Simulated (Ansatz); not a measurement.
# Cl₂FH₃NOTa···HF: what the fields show

```xyz
11

Ta   -0.1516   -0.2782    0.0620
O     1.8405   -0.4054    0.0574
H     2.2041   -0.7928    0.8798
Cl    0.0512   -0.3700    2.4397
N     0.2140    0.2580   -1.8158
H    -0.4406    0.7705   -2.4218
H     1.1408    0.1806   -2.2489
Cl   -1.9144    1.2341    0.1255
F    -0.9126   -1.9713   -0.1749
F     1.3762    2.4110    0.4996
H     2.0323    1.7758    0.2979
```

Core potentials replace the inner electrons of Ta; not at a stationary point (largest force 0.9 eV/Å).

These are results of RKS PBE-D4/def2-SVP in Ansatz, not measurements.

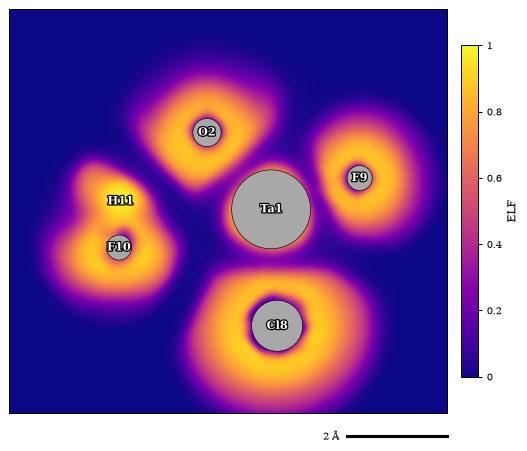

Figure 1. ELF on the plane of atoms Cl8, Ta1 and F9. Grey discs cover the atomic cores.

What do the fields say about this system?

Atoms in the plane: Ta, O, Cl, F and H. Ta1···F10 (3.12 Å): the ELF dips to about 0 between them. Ta–F (1.87 Å): the ELF peaks at about 0.85 in the valence shell of F, 0.5 Å from its nucleus, and drops to about 0.25 between the two atoms. Ta–O (2.00 Å): the ELF peaks at about 0.85 in the valence shell of O, 0.6 Å from its nucleus, and drops to about 0.30 between the two atoms. Ta–Cl (2.32 Å): the ELF peaks at about 0.85 in the valence shell of Cl, 0.8 Å from its nucleus, and is about 0.35 at the midpoint. F–H (0.94 Å): the ELF climbs to about 1 towards the hydrogen, as it does in any bond to H; a covalent bond by its length. The ELF also peaks beside F10, away from the bonds: lone-pair regions.

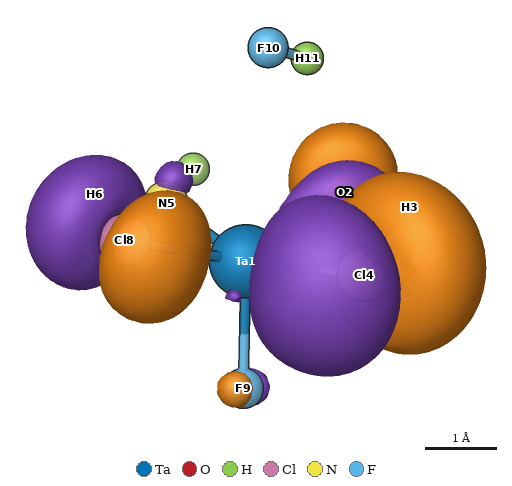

Figure 2. The HOMO−1 at ±0.08 Å⁻³ᐟ² (orange and purple are the two phases), seen at a tilt.

Describe this orbital and give its energy.

It lies mainly on Cl4 (about 65 %), Cl8 (about 15 %) and O2 (about 10 %); largely a lone pair of Cl4. Its energy is −7.42 eV.

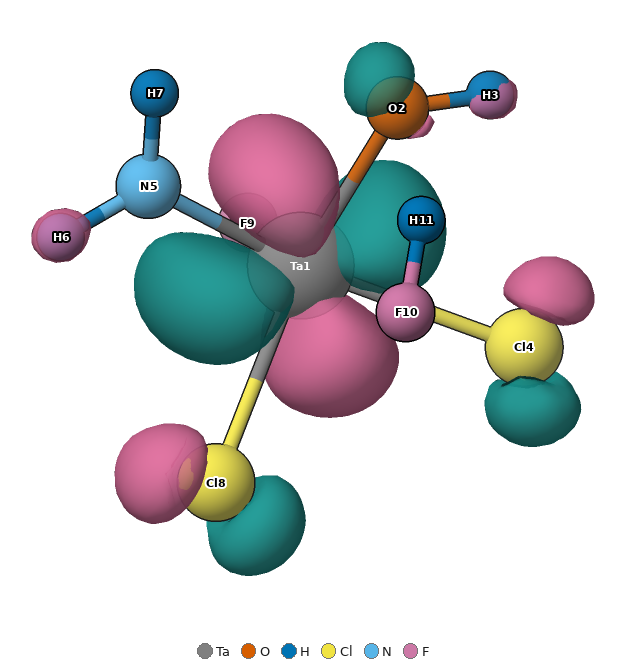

Figure 3. The LUMO at ±0.15 Å⁻³ᐟ² (teal and pink are the two phases), seen from one side.

Where does this orbital lie, and at what energy?

By Hirshfeld shares it lies mainly on Ta1 (about 65 %), Cl8 (about 10 %) and Cl4 (about 10 %). Its energy is −3.82 eV.
